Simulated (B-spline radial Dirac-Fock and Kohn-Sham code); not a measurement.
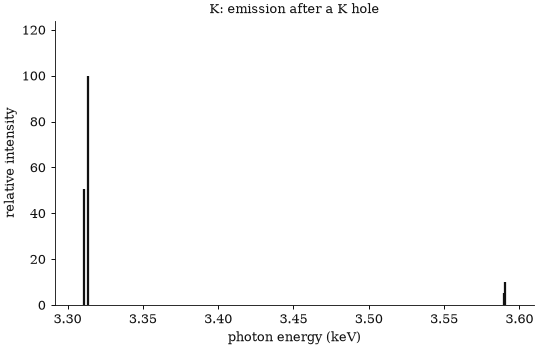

Fig. 1. X-ray emission lines that fill a K (1s) hole, as sticks. System: neutral K, configuration [Ar] 4s1. Computed with a B-spline radial code: independent-particle rates on relativistic LDA orbitals of the hole state (multipoles to L = 3), energies from Dirac–Fock ΔSCF.

The strongest line is K-L3 (Kα1) at 3.3137 keV with 60.3 % of the photons, then K-L2 (Kα2) at 3.3109 keV (31 %), K-M3 (Kβ1) at 3.5903 keV (6.1 %), K-M2 (Kβ3) at 3.5901 keV (3.1 %). The hole has a width of 0.709 eV and a fluorescence yield of 0.140.
